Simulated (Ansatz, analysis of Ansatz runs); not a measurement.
# Se_In in monolayer InSe: energy, spin and levels, part 2 of 3

We look for the structure, spin, formation energy and gap states of neutral Se_In in monolayer InSe. Model: a cell of 36 host atoms with 1 In taken out and 1 Se put in.

Ansatz 0.2.0; plane-wave PAW DFT, PBEsol and LDA; supercells relaxed in a periodic cell with vacuum, the primitive cell and the final single points with the Coulomb interaction cut along the normal.

So far, gap on the k-mesh (eV): step 4 (band edges against the vacuum level) 1.65.

**5. Relaxing the neutral defect**

Level of this step: plane-wave PAW DFT, PBEsol, fully periodic cell with vacuum; relaxation of a defect in a monolayer at fixed charge, a uniform background where charged; PAW set soft_1 (Ansatz).

Atoms start from random displacements, so no symmetry is imposed. The relaxation runs in a plain periodic cell, 19 Å high against 38 Å with the cut-off, with 14 Å between the perfect sheet and its image; that is cheaper, but a defect with a dipole feels the field of its images there. Several total moments are run in turn (0 without spin polarisation, the others held), because an open shell can settle in more than one spin state.

Contents of q0_M1.relax/input.yaml:

```yaml
crystal:
  lattice:
    - [11.98819588, 8.6e-07, 0.0]
    - [-5.99409868, 10.38208175, 0.0]
    - [0.0, 0.0, 19.0]
  atoms:
    - { symbol: In, position: [0.0, 0.0, 0.57298239] }
    - { symbol: In, position: [0.0, 0.0, 0.42701761] }
    - { symbol: Se, position: [0.22222222, 0.11111111, 0.64051539] }
    - { symbol: Se, position: [0.22222222, 0.11111111, 0.35948461] }
    - { symbol: In, position: [0.0, 0.33333333, 0.57298239] }
    - { symbol: In, position: [0.0, 0.33333333, 0.42701761] }
    - { symbol: Se, position: [0.22222222, 0.44444444, 0.64051539] }
    - { symbol: Se, position: [0.22222222, 0.44444444, 0.35948461] }
    - { symbol: In, position: [0.0, 0.66666667, 0.57298239] }
    - { symbol: In, position: [0.0, 0.66666667, 0.42701761] }
    - { symbol: Se, position: [0.22222222, 0.77777778, 0.64051539] }
    - { symbol: Se, position: [0.22222222, 0.77777778, 0.35948461] }
    - { symbol: In, position: [0.33333333, 0.0, 0.57298239] }
    - { symbol: In, position: [0.33333333, 0.0, 0.42701761] }
    - { symbol: Se, position: [0.55555556, 0.11111111, 0.64051539] }
    - { symbol: Se, position: [0.55555556, 0.11111111, 0.35948461] }
    - { symbol: In, position: [0.33333333, 0.33333333, 0.57298239] }
    - { symbol: Se, position: [0.33333333, 0.33333333, 0.42701761] }
    - { symbol: Se, position: [0.55555556, 0.44444444, 0.64051539] }
    - { symbol: Se, position: [0.55555556, 0.44444444, 0.35948461] }
    - { symbol: In, position: [0.33333333, 0.66666667, 0.57298239] }
    - { symbol: In, position: [0.33333333, 0.66666667, 0.42701761] }
    - { symbol: Se, position: [0.55555556, 0.77777778, 0.64051539] }
    - { symbol: Se, position: [0.55555556, 0.77777778, 0.35948461] }
    - { symbol: In, position: [0.66666667, 0.0, 0.57298239] }
    - { symbol: In, position: [0.66666667, 0.0, 0.42701761] }
    - { symbol: Se, position: [0.88888889, 0.11111111, 0.64051539] }
    - { symbol: Se, position: [0.88888889, 0.11111111, 0.35948461] }
    - { symbol: In, position: [0.66666667, 0.33333333, 0.57298239] }
    - { symbol: In, position: [0.66666667, 0.33333333, 0.42701761] }
    - { symbol: Se, position: [0.88888889, 0.44444444, 0.64051539] }
    - { symbol: Se, position: [0.88888889, 0.44444444, 0.35948461] }
    - { symbol: In, position: [0.66666667, 0.66666667, 0.57298239] }
    - { symbol: In, position: [0.66666667, 0.66666667, 0.42701761] }
    - { symbol: Se, position: [0.88888889, 0.77777778, 0.64051539] }
    - { symbol: Se, position: [0.88888889, 0.77777778, 0.35948461] }
basis:
  ecutwfc: 420
  xc_grid: 2
hamiltonian:
  xc: pbesol
  pseudopotentials: { kind: paw, azcp: { folder: soft_1 }, xc_functional: pbe }
kpoints:
  mp_grid: { grid: [2, 2, 1] }
magnetization:
  spin_polarized: true
  initial_magnetization: 1
  spin_locking: { lock_magnetization: hard }
scf:
  occupations: { method: fixed }
  max_iter: 60
output:
  forces: true
relax:
  f_tol: 0.03
  max_steps: 80
  random_displacement: { amplitude: 0.05, seed: 796 }
```

Run with:

```console
$ ansatz run input.yaml --threads 32 --pin off --max-ram 84787MiB --backend cuda --events-out ev --progress --plain --runs-dir out --max-vram 78GiB
```

Numbers of over 12 decimals in the logs are rounded to 6 here.

The log of the run:

```text
[... repeated set-up lines and file paths are left out, and long positions are rounded to six places ...]
[...]
Crystal: 36 atoms, lattice volume = 2364.786 Å³
Basis set: ecut = 420 eV, 46077 PW (Γ), exchange–correlation on 162×162×256 points (8 copies of the dense FFT grid, shifted against one another)
Bands: 316, of which v1, the nominal top of the filled ones, is band 263 counted from 1 (262 counted from 0)
Symmetry: 1 space group operations
k-points: 4
[...]
Starting moments: Σ|m| = 1 μB on 36 of 36 sites
[...]
iter 1 solved again at ethr=2.94e-3 eV; its pass at ethr=3.10e-3 eV (dr2=1.55e1 eV) is discarded
SCF iter   1: F=—  HF=-197010.836111 eV  |F-HF|=—  |Δ(HF+E_count)|=         —  Δρ=9.80e-3 (↑9.80e-3 ↓9.55e-3)  dr2=1.55e1  dr2_m=8.50e-2  M=1.000 μB ∫|m|=1.014 μB  β_m=0.30  ethr=2.94e-3  ⟨swp⟩=1.0  Hψ=10834  notcnv=0  defer=396
[...]
spin=Collinear: Resta preconditioning applied to the charge; magnetization (m = ρ↑ − ρ↓) channel mixes plain (no charge-response kernel on spin).
SCF iter   2: F=—  HF=-197007.615736 eV  |F-HF|=—  |Δ(HF+E_count)|=    3.22e0  Δρ=6.13e-3 (↑6.13e-3 ↓6.01e-3)  dr2=3.83e0  dr2_m=4.10e-2  M=1.000 μB ∫|m|=1.016 μB  β_m=0.43  ethr=2.94e-3  ⟨swp⟩=2.4  Hψ=2605  notcnv=0  defer=409
[...]
SCF iter  13: F=-197006.818903 eV  HF=-197006.818903 eV  |F-HF|=1.01e-7  |Δ(HF+E_count)|=   4.57e-7  Δρ=2.06e-6 (↑2.06e-6 ↓2.00e-6)  dr2=4.94e-7  dr2_m=3.63e-8  M=1.000 μB ∫|m|=1.055 μB  ethr=1.26e-9  ⟨swp⟩=3.0  Hψ=6020  notcnv=0
SCF 1 converged in 13 iterations: F = -197006.818903 eV  dr2 = 4.94e-7
[...]
relax step   1: F+E_penalty+E_count = -197006.81890306 eV  Δ(F+E_penalty+E_count) = +0.000e0 eV  max|allowed force component| = 9.468e-1 eV/Å  Δτ_max = 0.0000 Å  (13 SCF iters, dr2 threshold 2.25e-5 eV, accepted)
[...]
relax step   2: F+E_penalty+E_count = -197007.07007167 eV  Δ(F+E_penalty+E_count) = -2.512e-1 eV  max|allowed force component| = 9.457e-1 eV/Å  Δτ_max = 0.1910 Å  (11 SCF iters, dr2 threshold 5.60e-5 eV, accepted)
relax step   3: F+E_penalty+E_count = -197007.41586810 eV  Δ(F+E_penalty+E_count) = -3.458e-1 eV  max|allowed force component| = 3.031e-1 eV/Å  Δτ_max = 0.1972 Å  (10 SCF iters, dr2 threshold 5.59e-5 eV, accepted)
relax step   4: F+E_penalty+E_count = -197007.47306713 eV  Δ(F+E_penalty+E_count) = -5.720e-2 eV  max|allowed force component| = 8.951e-2 eV/Å  Δτ_max = 0.1269 Å  (9 SCF iters, dr2 threshold 9.44e-6 eV, accepted)
relax step   5: F+E_penalty+E_count = -197007.48215625 eV  Δ(F+E_penalty+E_count) = -9.089e-3 eV  max|allowed force component| = 4.003e-2 eV/Å  Δτ_max = 0.0336 Å  (10 SCF iters, accepted)
relax step   6: F+E_penalty+E_count = -197007.48499013 eV  Δ(F+E_penalty+E_count) = -2.834e-3 eV  max|allowed force component| = 3.671e-2 eV/Å  Δτ_max = 0.0327 Å  (10 SCF iters, accepted)
[...]
relax step   7: F+E_penalty+E_count = -197007.48542617 eV  Δ(F+E_penalty+E_count) = -4.360e-4 eV  max|allowed force component| = 2.112e-2 eV/Å  Δτ_max = 0.0135 Å  (9 SCF iters, accepted)
[...]
SCF converged after 9 iterations
[...]
--- Relaxed structure (7 steps of the walk, 7 accepted, 0 SCFs on fresh bases) ---
  F+E_penalty+E_count = -197007.48542617 eV   max|allowed force component| = 2.112e-2 eV/Å
  atoms:
    - { symbol: In, position: [-0.002086, -0.001374, 0.570220] }
    - { symbol: In, position: [0.003446, 0.000833, 0.424578] }
    - { symbol: Se, position: [0.225776, 0.117637, 0.632531] }
    - { symbol: Se, position: [0.220292, 0.106845, 0.356939] }
    - { symbol: In, position: [-0.006692, 0.328612, 0.577036] }
    - { symbol: In, position: [-0.015705, 0.322937, 0.432150] }
    - { symbol: Se, position: [0.222862, 0.443225, 0.636686] }
    - { symbol: Se, position: [0.202981, 0.444826, 0.365061] }
    - { symbol: In, position: [-0.000418, 0.665398, 0.573202] }
    - { symbol: In, position: [-0.000606, 0.664871, 0.426687] }
    - { symbol: Se, position: [0.221323, 0.779608, 0.641376] }
    - { symbol: Se, position: [0.220276, 0.777226, 0.358282] }
    - { symbol: In, position: [0.334450, -0.001504, 0.570246] }
    - { symbol: In, position: [0.330994, 0.000753, 0.424575] }
    - { symbol: Se, position: [0.552430, 0.105434, 0.642663] }
    - { symbol: Se, position: [0.556496, 0.106952, 0.360027] }
    - { symbol: In, position: [0.337074, 0.339819, 0.565258] }
    - { symbol: Se, position: [0.354784, 0.375401, 0.423072] }
    - { symbol: Se, position: [0.554385, 0.443345, 0.636862] }
    - { symbol: Se, position: [0.575492, 0.444860, 0.365647] }
    - { symbol: In, position: [0.333611, 0.670009, 0.573774] }
    - { symbol: In, position: [0.330527, 0.669368, 0.428503] }
    - { symbol: Se, position: [0.554189, 0.774641, 0.642606] }
    - { symbol: Se, position: [0.551549, 0.769399, 0.359944] }
    - { symbol: In, position: [0.664959, -0.003897, 0.574252] }
    - { symbol: In, position: [0.662602, -0.008520, 0.427763] }
    - { symbol: Se, position: [0.886806, 0.105480, 0.642535] }
    - { symbol: Se, position: [0.884045, 0.106927, 0.359992] }
    - { symbol: In, position: [0.669257, 0.328662, 0.577274] }
    - { symbol: In, position: [0.672511, 0.322704, 0.432518] }
    - { symbol: Se, position: [0.890347, 0.446488, 0.645124] }
    - { symbol: Se, position: [0.887641, 0.441817, 0.359685] }
    - { symbol: In, position: [0.670401, 0.670146, 0.573950] }
    - { symbol: In, position: [0.672803, 0.669780, 0.428743] }
    - { symbol: Se, position: [0.892321, 0.779772, 0.641510] }
    - { symbol: Se, position: [0.890709, 0.777190, 0.358365] }
```

Wall time 15 s (1 × NVIDIA GB200 with 32 threads of Arm Neoverse V2, shared host); peak memory 2 GiB.

In the next tables energies count from the displaced start, and moves from the positions in the input.

Step by step:

```tsv
step	energy less that of the first step (eV)	largest force component (eV/Å)
1	0.0000	0.9468
2	-0.2512	0.9457
3	-0.5970	0.3031
4	-0.6542	0.0895
5	-0.6633	0.0400
6	-0.6661	0.0367
7	-0.6665	0.0211
```

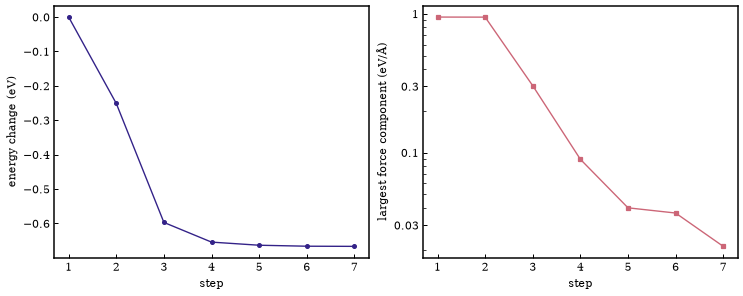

Energy and largest force along the relaxation.

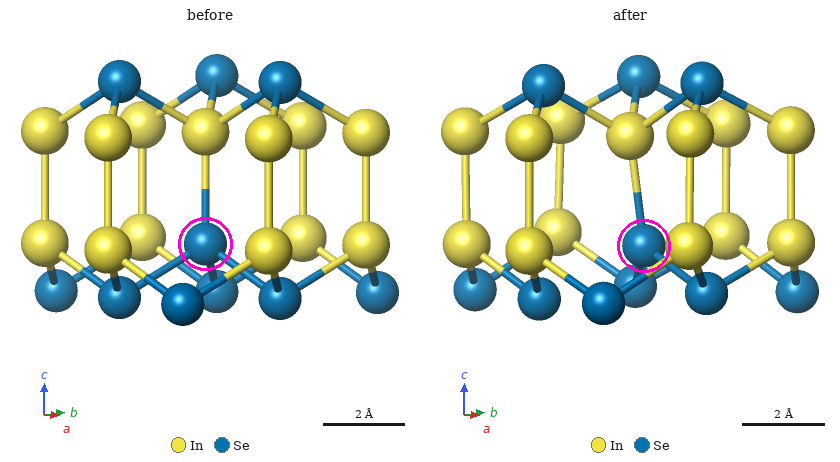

Before and after: the atoms that start within 5 Å of the centre. Se18, which moves most, is ringed if it is among them.

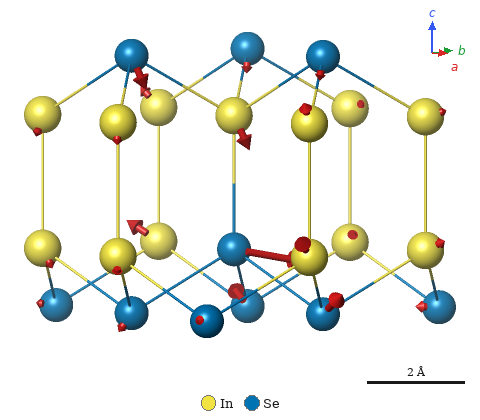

Displacements in the relaxation from the typed sites near the centre, exaggerated, the mean shift taken out; the longest in the cell stands for 0.45 Å.

The atoms that moved most (Å, from the sites as typed, ahead of the random displacement, the mean shift of all atoms taken out):

```tsv
atom	dx	dy	dz	length
Se18	0.002	0.441	-0.080	0.448
Se20	0.233	0.008	0.112	0.259
Se8	-0.236	0.008	0.101	0.257
In30	0.131	-0.106	0.099	0.196
In6	-0.129	-0.104	0.092	0.190
Se3	0.001	0.072	-0.157	0.173
In17	0.003	0.071	-0.152	0.168
In29	0.056	-0.044	0.076	0.105
```

The relaxed structure:

```xyz
36
Lattice="11.9882 0.0000 0.0000 -5.9941 10.3821 0.0000 0.0000 0.0000 19.0000" Properties=species:S:1:pos:R:3
In   -0.0168   -0.0142   10.8342
In    0.0364    0.0086    8.0670
Se    2.0015    1.2213   12.0181
Se    2.0005    1.1092    6.7819
In   -2.0499    3.4117   10.9638
In   -2.1241    3.3528    8.2108
Se    0.0150    4.6015   12.0971
Se   -0.2330    4.6183    6.9361
In   -3.9935    6.9082   10.8908
In   -3.9926    6.9027    8.1071
Se   -2.0198    8.0940   12.1862
Se   -2.0180    8.0693    6.8073
In    4.0184   -0.0156   10.8348
In    3.9635    0.0078    8.0668
Se    5.9907    1.0946   12.2105
Se    6.0304    1.1104    6.8406
In    2.0039    3.5280   10.7399
Se    2.0030    3.8974    8.0383
Se    3.9886    4.6028   12.1003
Se    4.2326    4.6186    6.9473
In   -0.0167    6.9561   10.9016
In   -0.0498    6.9495    8.1415
Se    2.0005    8.0424   12.2096
Se    2.0002    7.9880    6.8389
In    7.9950   -0.0405   10.9108
In    7.9944   -0.0885    8.1274
Se    9.9990    1.0951   12.2081
Se    9.9571    1.1102    6.8398
In    6.0532    3.4122   10.9681
In    6.1279    3.3503    8.2179
Se    7.9974    4.6355   12.2573
Se    7.9929    4.5870    6.8341
In    4.0199    6.9576   10.9050
In    4.0509    6.9537    8.1461
Se    6.0233    8.0956   12.1887
Se    6.0195    8.0689    6.8088
```

Neighbours of the ideal centre at the end:

```tsv
atom	distance (Å)
Se18	0.443
In17	2.627
Se4	2.702
Se20	2.774
Se8	2.775
In2	3.971
In14	3.973
In22	4.045
In34	4.052
```

All neutral relaxations:

```tsv
moment (μB)	filling	outcome	structures computed	largest displacement from the input (Å)	added thickness (Å)	time
1	fixed	converged	7	0.45	0.14	15 s
3	smeared	converged	6	0.50	0.08	11 s
```

With the common shift of the atoms taken out, the largest displacement is 0.45 Å, and the sheet with its defect is 0.14 Å thicker than the perfect one.

**6. Energies and states on the vacuum scale**

Single points with the cut-off give energies without the images along the normal, and levels against the vacuum; the images in the plane remain.

The cell differs from the one that the last finished run ended in (c 19.000 → 38.000 Å).

Contents of q0_M1.point.pbesol/input.yaml:

```yaml
crystal:
  lattice:
    - [11.98819588, 8.6e-07, 0.0]
    - [-5.99409868, 10.38208175, 0.0]
    - [0.0, 0.0, 38.0]
  atoms:
    - { symbol: In, position: [-0.0020862, -0.00137423, 0.53511005] }
    - { symbol: In, position: [0.00344645, 0.00083305, 0.46228878] }
[... 1 atom line left out ...]
    - { symbol: Se, position: [0.22029198, 0.10684474, 0.42846968] }
[... 3 atom lines left out ...]
    - { symbol: Se, position: [0.20298053, 0.44482624, 0.4325306] }
[... 8 atom lines left out ...]
    - { symbol: In, position: [0.33707381, 0.33981856, 0.53262895] }
    - { symbol: Se, position: [0.35478392, 0.37540089, 0.46153617] }
[... 1 atom line left out ...]
    - { symbol: Se, position: [0.57549218, 0.4448598, 0.43282373] }
[... 15 atom lines left out ...]
    - { symbol: Se, position: [0.89070933, 0.77718996, 0.42918243] }
  periodic: [true, true, false]
basis:
  ecutwfc: 420
  xc_grid: 2
hamiltonian:
  xc: pbesol
  pseudopotentials: { kind: paw, azcp: { folder: soft_1 }, xc_functional: pbe }
kpoints:
  mp_grid: { grid: [2, 2, 1] }
magnetization:
  spin_polarized: true
  initial_magnetization: 1
  spin_locking: { lock_magnetization: hard }
scf:
  occupations: { method: fixed }
  max_iter: 60
output:
  forces: true
  eigenvalues: true
  eigenstates: { localisation: true }
  populations: true
  band_densities: [{ bands: [v1, v1] }, { bands: [c1, c1] }]
  dos: { e_range: [-4, 4], de: 0.05, method: smearing }
  write_density: true
  write_potential: true
  volumetric_format: npy
checkpoint:
  write: "../q0_M1.point.pbesol.run"
  compress: false
  write_wavefunctions: false
  write_every: 100000
```

The log of the run:

```text
[...]
Crystal: 36 atoms, lattice volume = 4729.573 Å³
Basis set: ecut = 420 eV, 92257 PW (Γ), exchange–correlation on 162×162×512 points (8 copies of the dense FFT grid, shifted against one another)
Bands: 316, of which v1, the nominal top of the filled ones, is band 263 counted from 1 (262 counted from 0)
[...]
k-points: 4
[...]
SCF iter   2: F=—  HF=-197008.105017 eV  |F-HF|=—  |Δ(HF+E_count)|=    3.45e0  Δρ=4.23e-3 (↑4.23e-3 ↓4.07e-3)  dr2=3.57e0  dr2_m=5.53e-2  M=1.000 μB ∫|m|=1.035 μB  β_m=0.38  ethr=2.96e-3  ⟨swp⟩=3.0  H [...]
[...]
SCF iter   6: F=—  HF=-197007.484095 eV  |F-HF|=—  |Δ(HF+E_count)|=   2.00e-2  Δρ=3.04e-4 (↑2.70e-4 ↓3.04e-4)  dr2=3.87e-2  dr2_m=3.95e-4  M=1.000 μB ∫|m|=1.070 μB  β_m=0.33  ethr=6.65e-5  ⟨swp⟩=3.5   [...]
[...]
SCF iter  16: F=—  HF=-197007.485287 eV  |F-HF|=—  |Δ(HF+E_count)|=   1.17e-8  Δρ=3.97e-7 (↑3.06e-7 ↓3.97e-7)  dr2=1.65e-8  dr2_m=3.93e-9  M=1.000 μB ∫|m|=1.083 μB  β_m=0.41  ethr=1.49e-11  ⟨swp⟩=10.0 [...]
[...]
SCF 1 converged in 18 iterations: F = -197007.485287 eV  dr2 = 4.87e-10
[...]
SCF converged after 18 iterations
[...]
--- Löwdin populations: 36 sites ---
[...]
spilling = 0.002193 (of n_electrons = 525.000000)
--- Band densities, each state counted as filled ---
[...]
```

Wall time 16 s (1 × NVIDIA GB200 with 32 threads); peak memory 6.8 GiB.

With the cut-off the largest force on the relaxed structure is 0.021 eV/Å, so the structure stays at rest.

(Part 2 of 3 ends here.)

[Logs are printed without paths, hosts, clocks, repeated set-up lines and the standing remarks that a program may print on its own settings, such as how far it seeks lower states.]

[Hosts, paths, dates, database ids (printed as entryN), source tags and the programs' standing remarks are cut or masked in the printed files.]

[Maps of the electrostatic potential energy from Ansatz leave out the sawtooth potential of an applied field or a dipole correction, so their vacuum need not be flat.]
